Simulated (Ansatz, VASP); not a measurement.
## Te in two plane-wave programs

Wanted: the spread between two codes on one cell, functional and k mesh. The cell comes out of the VASP series on this material, whose earlier steps may have relaxed, scaled or displaced it; both programs get it as it stands.

Program: Ansatz 0.2.0. Level of theory: plane waves, with VASP 6.6.1 beside it; relaxation of cell and atoms at LDA and relaxation of cell and atoms at PBEsol with D3(BJ). Results are calculated unless marked as measured.

### Step 1. Starting point

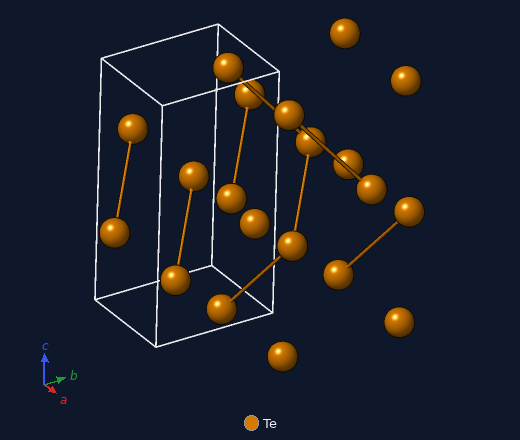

The starting structure, seen slightly off an axis (tellurium orange). 2×2×1 cells are drawn. Bonds to atoms that aren't drawn are left out. Some periodic images of atoms are drawn too.

### Step 2. Ansatz: relaxation of cell and atoms, LDA

Ansatz runs on its default PAW (the set named soft_2) files.

The relaxed volume is the usual yardstick between codes: its relative difference is about their pressure difference at one cell divided by the bulk modulus.

Input file input.yaml:

```yaml
crystal:
  lattice:
    - [4.2763429803, 0.0, 0.0]
    - [-2.1381714901, 3.7034216562, 0.0]
    - [0.0, 0.0, 5.9341946549]
  atoms:
    - { symbol: Te, position: [0.7126473753, 0.7126473753, 0.0] }
    - { symbol: Te, position: [1.0, 0.2873526247, 0.6666666667] }
    - { symbol: Te, position: [0.2873526247, 0.0, 0.3333333333] }
hamiltonian:
  xc: lda
  pseudopotentials: { kind: paw }
kpoints:
  mp_grid: { grid: [8, 8, 6] }
scf:
  occupations: { method: gaussian, width: 0.03 }
relax:
  f_tol: 0.01
  max_steps: 60
  cell: { stress_tol: 0.05 }
output:
  forces: true
  stress: true
```

The run is started by

```bash
$ ansatz run input.yaml --threads 4 --pin off --max-ram 9216MiB --backend cpu --events-out ev --progress --plain --runs-dir out
```

Numbers of over 12 decimals in the logs are rounded to 6 here.

The log of the run:

```text
Engine: ansatz 0.2.0, aarch64-unknown-linux-gnu
Pseudopotentials: kind: paw
Pseudopotential: Te, paw, valence charge 16, recommended cutoff 420 eV (normal), Te.paw.azcp
Functional definition: SPW92
  exchange = slater_x
  correlation = pw_c
Crystal: 3 atoms, lattice volume = 93.980 Å³
Basis set: ecut = 420 eV, 1837 PW (Γ)
Bands: 29, of which v1, the nominal top of the filled ones, is band 24 counted from 1 (23 counted from 0)
Symmetry: 6 space group operations
Space group: P3121 (ITA 152), of the structure as read, at distance tolerance 4.5e-5 Å
k-points: 50 of 384 (time reversal used)
Non-local potential: Te, projectors of the file, l = 0: 2, l = 1: 2, l = 2: 2, l = 3: 2
PAW form: soft (Blöchl's): semilocal exchange-correlation on the pseudo side does not see the compensation charge
PAW frozen core: Te, regenerated for the run's functional, and the local potential with it (the file was generated under x = pbe(κ = 0.804, μ = 0.219515), c = pbe(β = 0.066725))
PAW one-centre angular grid: Te, 590 points (default); XC on 64 Gauss nodes
Initial density: superposition of atomic densities (neutral atoms: chi_scale 0, normalization atom), corrected by the library's trained network
Initial wavefunctions: pseudopotential atomic-orbital guess
Functional: x = slater, c = lda
SCF iter   1: F=—  HF=-20481.600824 eV  |F-HF|=—  |Δ(HF+E_count)|=         —  Δρ=4.66e-3  dr2=8.46e-3  ethr=1.77e-3  ⟨swp⟩=7.6  Hψ=6750  notcnv=0
preconditioner: auto → Resta (q_TF=auto, 2.439 Å⁻¹)  ε∞=4.4  [insulator: Δε(μ)=0.296 eV  Ē_g=8.793 eV  σ=0.030 eV  W_gap=1.00  n_scr=22 (ndim 8)  ℏωp=16.3 eV  f_vac=0.012  D(μ)=0.00/eV (n_scr^D=0)  ε∞_Penn≈4.4]
SCF iter   2: F=—  HF=-20481.594933 eV  |F-HF|=—  |Δ(HF+E_count)|=   5.89e-3  Δρ=2.50e-3  dr2=2.66e-3  ethr=1.76e-5  ⟨swp⟩=2.0  Hψ=2348  notcnv=0  defer=23
SCF iter   3: F=—  HF=-20481.593862 eV  |F-HF|=—  |Δ(HF+E_count)|=   1.07e-3  Δρ=3.02e-4  dr2=1.03e-4  ethr=5.54e-6  ⟨swp⟩=2.4  Hψ=2603  notcnv=0  defer=23
SCF iter   4: F=—  HF=-20481.593807 eV  |F-HF|=—  |Δ(HF+E_count)|=   5.49e-5  Δρ=7.96e-5  dr2=3.90e-6  ethr=2.14e-7  ⟨swp⟩=2.0  Hψ=2601  notcnv=0  defer=23
SCF iter   5: F=—  HF=-20481.593805 eV  |F-HF|=—  |Δ(HF+E_count)|=   1.82e-6  Δρ=1.64e-5  dr2=2.41e-7  ethr=8.13e-9  ⟨swp⟩=2.0  Hψ=2600  notcnv=0  defer=23
SCF iter   6: F=-20481.593805 eV  HF=-20481.593805 eV  |F-HF|=6.05e-9  |Δ(HF+E_count)|=   1.30e-7  Δρ=3.81e-6  dr2=1.36e-8  ethr=2.08e-10  ⟨swp⟩=5.0  Hψ=4662  notcnv=0
SCF 1 converged in 6 iterations: F = -20481.593805 eV  dr2 = 1.36e-8
  greatest PAW one-centre occupation: 0.999 electrons in one spin orbital (limit 2), on the Te atom at site 0 (counted from 0), in its partial waves of l = 2
relax step   1: F+E_penalty+E_count = -20481.59380485 eV  Δ(F+E_penalty+E_count) = +0.000e0 eV  max|allowed force component| = 2.212e-2 eV/Å  Δτ_max = 0.0000 Å  P = -0.128 GPa  Ω = 93.980 Å³  (6 SCF iters, dr2 threshold 1.00e-7 eV, accepted)
[...]
relax step   2: F+E_penalty+E_count = -20481.59398014 eV  Δ(F+E_penalty+E_count) = -1.753e-4 eV  max|allowed force component| = 4.415e-3 eV/Å  Δτ_max = 0.0034 Å  P = +0.143 GPa  Ω = 93.680 Å³  energy of the carried Pulay correction = +7.688e-5 eV  (6 SCF iters, dr2 threshold 9.99e-8 eV, accepted)
[...]
relax step   3: F+E_penalty+E_count = -20481.59402798 eV  Δ(F+E_penalty+E_count) = -4.784e-5 eV  max|allowed force component| = 3.847e-3 eV/Å  Δτ_max = 0.0003 Å  P = +0.023 GPa  Ω = 93.861 Å³  energy of the carried Pulay correction = +3.061e-5 eV  (6 SCF iters, dr2 threshold 7.14e-8 eV, accepted)
[...]
relax step   4: F+E_penalty+E_count = -20481.59400298 eV  Δ(F+E_penalty+E_count) = +2.499e-5 eV  max|allowed force component| = 3.843e-3 eV/Å  Δτ_max = 0.0000 Å  P = +0.023 GPa  Ω = 93.861 Å³  stress off target by 2.54e-2 GPa  SCF on the basis re-selected at this cell (its energy is not comparable with the rows above)  (8 SCF iters)
basis re-selected at this cell: Δ(F+E_penalty+E_count) = +2.499e-5 eV, ΔP = +0.000 GPa vs the last step (what re-selecting the basis moved, of the pressure what is left beyond the Pulay correction that the steps carried, after the strain that the cell walked since its last selection, with what the two solves' SCF thresholds leave and, on support functions, any second-order correction that the steps lacked; it is no m [...]
SCF converged after 8 iterations
Free energy (F): -20481.594003 eV
Harris-Foulkes:  -20481.594003 eV  (|F-HF|=7.28e-12)
Internal energy: -20481.594003 eV  (E = F + TS)
E sigma→0 (E₀):  -20481.594003 eV
Fermi energy:    9.819796 eV
--- Per-component energies (eV) ---
  E_band       = -756.419465
  E_kinetic    = 545.719449
  E_local      = -3576.258097  (includes V_loc(G=0)·N_el)
  E_nonlocal   = -914.810757
  E_hartree    = 2324.983411
  E_xc         = -372.297972
  E_vxc        = -315.401251  (∫ρ·V_xc dr)
  E_paw        = -13528.831944  (= ΣΔE_a)
  E_vpaw       = -1145.635053  (= ΣTr[D̂ρ^β])
  E_aug_tail   = -0.000583  (compensation charges beyond the density's cutoff)
  E_ewald      = -4962.133493
  E_core_change = 2.035984  (= ΣΔE_core)
  E_smearing   = -0.000000  (= −TS)
  E_closure    = 0.000000  (closes the sum)
  Σ components = -20481.594003   (vs F -20481.594003, Δ=0.00e0)
--- Forces (eV/Å), atoms counted from 1 ---
  atom   1  Te     0.00192128     0.00332775     0.00000000
  atom   2  Te     0.00192128    -0.00332775    -0.00000000
  atom   3  Te    -0.00384256     0.00000000     0.00000000
  max |Σ_I F_I| component: 6.51e-18 eV/Å
--- Stress (GPa, compression-positive) ---
        0.025435       0.000000      -0.000000
       -0.000000       0.025435      -0.000000
       -0.000000      -0.000000       0.017111
  P = ⅓ Tr σ = 0.0227 GPa (0.227 kbar)
--- Relaxed structure (3 steps of the walk, 3 accepted, 1 SCFs on fresh bases) ---
  F+E_penalty+E_count = -20481.59400298 eV   max|allowed force component| = 3.843e-3 eV/Å   (the final SCF, on the basis selected at the relaxed cell)
  cell:  # Å, volume = 93.8606 Å³
    - [4.276606, -2.8869445138197025e-11, 0]
    - [-2.138303, 3.703650, 0]
    - [0, 0, 5.925896]
  atoms:
    - { symbol: Te, position: [0.713360, 0.713360, 0] }
    - { symbol: Te, position: [1.0, 0.286640, 0.666667] }
    - { symbol: Te, position: [0.286640, 0, 0.333333] }
```

Run time: 10 s. Hardware: 4 threads of Arm Neoverse V1, shared host; peak memory 0.4 GiB; 40 s of CPU time.

### Step 3. VASP: relaxation of cell and atoms, LDA

The same cell, functional (in two slightly different forms), mesh and smearing now go to VASP, with its own data sets and cutoff.

Lines of VASP's logs that name or quote its potential files are left out, and so is its time.

Input file INCAR:

```
SYSTEM = Te
PREC = Accurate
ENCUT = 450
EDIFF = 1E-07
NELM = 100
ISMEAR = 0
SIGMA = 0.03
LREAL = .FALSE.
ALGO = Normal
GGA = CA
NBANDS = 15
LORBIT = 11
LWAVE = .FALSE.
LCHARG = .FALSE.
KPAR = 4
IBRION = 2
NSW = 50
ISIF = 3
EDIFFG = -0.002
```

Input file POSCAR:

```
Te
1.0
    4.2763429803      0.0000000000      0.0000000000
   -2.1381714901      3.7034216562      0.0000000000
    0.0000000000      0.0000000000      5.9341946549
Te
3
Direct
    0.7126473753      0.7126473753      0.0000000000
    1.0000000000      0.2873526247      0.6666666667
    0.2873526247      0.0000000000      0.3333333333
```

Input file KPOINTS:

```
Automatic mesh
0
Gamma
8 8 6
0 0 0
```

PAW data sets: Te (LDA family, release 64).

The run is started by

```bash
$ mpirun -np 4 vasp_std
```

The log of the run:

```text
[banner, memory and clock lines left out]
running    4 mpi-ranks, on    1 nodes
 distrk:  each k-point on    1 cores,    4 groups
 distr:  one band on    1 cores,    1 groups

 POSCAR found type information on POSCAR Te
 POSCAR found :  1 types and       3 ions
 LDA part: xc-table for (Slater(with rela. corr.)+CA(PZ))
 , standard interpolation
 POSCAR, INCAR and KPOINTS ok, starting setup
 FFT: planning ... GRIDC
 FFT: planning ... GRID_SOFT
 FFT: planning ... GRID
 WAVECAR not read
 entering main loop
       N       E                     dE             d eps       ncg     rms          rms(c)
DAV:   1     0.683871004047E+02    0.68387E+02   -0.60717E+03  1500   0.863E+02
DAV:   2    -0.698443903237E+01   -0.75372E+02   -0.71305E+02  2037   0.136E+02
DAV:   3    -0.113689822318E+02   -0.43845E+01   -0.43551E+01  1780   0.377E+01
DAV:   4    -0.114446945250E+02   -0.75712E-01   -0.75702E-01  2226   0.590E+00
DAV:   5    -0.114456766303E+02   -0.98211E-03   -0.98210E-03  1920   0.577E-01    0.135E+01
DAV:   6    -0.114216965830E+02    0.23980E-01   -0.12282E-02  1941   0.650E-01    0.838E+00
DAV:   7    -0.114125312342E+02    0.91653E-02   -0.25485E-02  1682   0.901E-01    0.257E-01
DAV:   8    -0.114120996222E+02    0.43161E-03   -0.40450E-03  1696   0.371E-01    0.131E-01
DAV:   9    -0.114121103791E+02   -0.10757E-04   -0.11682E-04  2075   0.755E-02    0.713E-02
DAV:  10    -0.114121060024E+02    0.43767E-05   -0.11933E-05  1843   0.212E-02    0.774E-03
DAV:  11    -0.114121056653E+02    0.33705E-06   -0.18125E-06  1955   0.838E-03    0.312E-03
DAV:  12    -0.114121056675E+02   -0.21336E-08   -0.29536E-07  1654   0.307E-03
   1 F= -.11412106E+02 E0= -.11412106E+02  d E =-.114121E+02
 curvature:   0.00 expect dE= 0.000E+00 dE for cont linesearch  0.000E+00
 trial: gam= 0.00000 g(F)=  0.405E-08 g(S)=  0.832E-06 ort = 0.000E+00 (trialstep = 0.100E+01)
 search vector abs. value=  0.836E-06
 bond charge predicted
       N       E                     dE             d eps       ncg     rms          rms(c)
DAV:   1    -0.114121068658E+02   -0.12005E-05   -0.30303E-05  1633   0.257E-02    0.878E-03
DAV:   2    -0.114121062381E+02    0.62777E-06   -0.11614E-06  1829   0.616E-03    0.359E-03
DAV:   3    -0.114121060188E+02    0.21924E-06   -0.16589E-07  1184   0.205E-03    0.138E-03
DAV:   4    -0.114121059184E+02    0.10042E-06   -0.21636E-07  1081   0.216E-03    0.192E-03
DAV:   5    -0.114121059191E+02   -0.72862E-09   -0.16926E-08   841   0.876E-04
   2 F= -.11412106E+02 E0= -.11412106E+02  d E =-.251684E-06
 trial-energy change:   -0.000000  1 .order   -0.000000   -0.000001    0.000000
 step:   0.7501(harm=  0.7501)  dis= 0.00001  next Energy=   -11.412106 (dE=-0.313E-06)
 reached required accuracy - stopping structural energy minimisation
```

From OUTCAR (step 3):

```text
ion  position               nearest neighbor table
   1  0.713  0.713  0.000-   2 2.91   3 2.91   2 3.31   3 3.31   3 3.31   2 3.31
   2  0.000  0.287  0.667-   1 2.91   3 2.91   1 3.31   1 3.31   3 3.31   3 3.31
   3  0.287  0.000  0.333-   1 2.91   2 2.91   1 3.31   1 3.31   2 3.31   2 3.31

  LATTYP: Found a hexagonal cell.
 ALAT       =     4.2763429803
 C/A-ratio  =     1.3876797727

 Subroutine GETGRP returns: Found  6 space group operations
 (whereof  2 operations were pure point group operations)

The static configuration has the point symmetry C_2 .
 The point group associated with its full space group is D_3 .

 Found     50 irreducible k-points:

   k-points           NKPTS =     50   k-points in BZ     NKDIM =     50   number of bands    NBANDS=     15

   dimension x,y,z NGX =    30 NGY =   30 NGZ =   42
   dimension x,y,z NGXF=    60 NGYF=   60 NGZF=   84

   ENCUT  =  450.0 eV  33.07 Ry    5.75 a.u.   7.40  7.40 10.26*2*pi/ulx,y,z

   NELECT =      18.0000    total number of electrons

 k-points in reciprocal lattice and weights: Automatic mesh
   0.00000000  0.00000000  0.00000000       0.003
   0.12500000  0.00000000  0.00000000       0.016
   0.25000000  0.00000000  0.00000000       0.016
   0.37500000  0.00000000  0.00000000       0.016
   0.50000000  0.00000000  0.00000000       0.008
   0.12500000  0.12500000  0.00000000       0.016
   0.25000000  0.12500000  0.00000000       0.031
   0.37500000  0.12500000  0.00000000       0.031
   0.25000000  0.25000000  0.00000000       0.016
[...]
0.25000000  0.25000000  0.50000000       0.016
   0.37500000  0.25000000  0.50000000       0.016

 average (electrostatic) potential at core
       1 -88.9444       2 -88.9444       3 -88.9444

 E-fermi :   6.9040

 k-point     1 :       0.0000    0.0000    0.0000
  band No.  band energies     occupation
    ...
      5       4.2772      2.00000
      6       4.2772      2.00000
      7       5.0445      2.00000
      8       5.0445      2.00000
      9       5.6547      2.00000
     10       7.8661      0.00000
     11       7.8661      0.00000
     12       8.5571      0.00000
     13      11.6393      0.00000
     14      11.6393      0.00000
    ...

 k-point     2 :       0.1250    0.0000    0.0000
  band No.  band energies     occupation
    ...
      5       3.5546      2.00000
      6       3.8321      2.00000
      7       5.5751      2.00000
      8       5.7435      2.00000
      9       6.3544      2.00000
     10       7.3510      0.00000
     11       7.7109      0.00000
     12       8.2689      0.00000
     13      11.1487      0.00000
     14      11.6262      0.00000
    ...

 k-point     3 :       0.2500    0.0000    0.0000
  band No.  band energies     occupation
    ...
      5       2.7146      2.00000
      6       3.2701      2.00000
      7       5.1844      2.00000
      8       6.0100      2.00000
      9       6.1324      2.00000
     10       7.4657      0.00000
     11       7.7764      0.00000
     12       8.7094      0.00000
     13      10.1345      0.00000
     14      12.1519      0.00000
    ...

  Total        0.0023318      0.0023318      0.0012592      0.0000000      0.0000000      0.0000000
  in kB        0.0397587      0.0397587      0.0214709      0.0000000      0.0000000      0.0000000
  external PRESSURE =       0.0336628 kB  Pullay stress =       0.0000000 kB

  energy-cutoff  :      450.00
  volume of cell :       93.97
      direct lattice vectors                 reciprocal lattice vectors
     4.276225131 -0.000000000  0.000000000     0.233851112  0.135014002 -0.000000000
    -2.138112565  3.703319596  0.000000000     0.000000000  0.270028004 -0.000000000
     0.000000000  0.000000000  5.933548577    -0.000000000 -0.000000000  0.168533212

 POSITION                                       TOTAL-FORCE (eV/Angst)
 -----------------------------------------------------------------------------------
      1.52372      2.63917      0.00000        -0.000265     -0.000458     -0.000000
     -0.61439      1.06415      3.95570        -0.000265      0.000458      0.000000
      1.22878     -0.00000      1.97785         0.000529     -0.000000      0.000000
 -----------------------------------------------------------------------------------
    total drift:                               -0.000000     -0.000000      0.000000

  FREE ENERGIE OF THE ION-ELECTRON SYSTEM (eV)
  ---------------------------------------------------
  free  energy   TOTEN  =       -11.4121059191 eV

  energy  without entropy=      -11.4121059191  energy(sigma->0) =      -11.41210592

 reached required accuracy - stopping structural energy minimisation

 total charge
# of ion       s       p       d       tot
------------------------------------------
    1        1.446   1.816   0.051   3.313
    2        1.446   1.816   0.051   3.313
    3        1.446   1.816   0.051   3.313
--------------------------------------------------
tot          4.337   5.448   0.154   9.938

[... 3 further parts left out ...]
```

CONTCAR:

```
Te
   1.00000000000000
     4.2762251307633310   -0.0000000000000015    0.0000000000000000
    -2.1381125653316682    3.7033195955074243    0.0000000000000000
     0.0000000000000000    0.0000000000000000    5.9335485767519742
  Te
     3
Direct
     0.7126492622579078    0.7126492622579078    0.0000000000000000
     0.0000000000000000    0.2873507377420921    0.6666666667000030
     0.2873507377420921    0.0000000000000000    0.3333333332999970
```

### Step 4. Differences

Known differences besides the PAW data sets themselves: the two LDA forms differ slightly; both relaxations stop at a tolerance, which leaves soft axes loose, and VASP keeps its plane-wave basis; the data sets hold 48 valence electrons in Ansatz (default PAW (the set named soft_2) files) and 18 in VASP; the cutoff is 420 eV in Ansatz and 450 eV in VASP; Ansatz makes its cores anew for this functional, VASP keeps those of its LDA data sets; Ansatz adds a Pulay correction to the stress that steers its cell, VASP none. Total energies have different zeros and are not compared.

Both answers:

```tsv
quantity	Ansatz	VASP	difference
volume (Å³)	93.86	93.97	-0.11 %
edge a after relaxation, in the typed setting (Å)	4.277	4.276	+0.01 %
edge c after relaxation, in the typed setting (Å)	5.926	5.934	-0.13 %
```

The walks stopped with 0.02 GPa left in Ansatz and 0.00 GPa in VASP; each walk ends within a tolerance, so the volume difference is uncertain by about these residues over the bulk modulus, most in soft cells.

(Continued in part 2 of 2.)

[Lines on the potential files, build, host, timing and source positions are cut from VASP's logs without a mark.]

[Logs are printed without paths, hosts, clocks, repeated set-up lines and the standing remarks that a program may print on its own settings, such as how far it seeks lower states.]

[Hosts, paths, dates, database ids (printed as entryN), source tags and the programs' standing remarks are cut or masked in the printed files.]
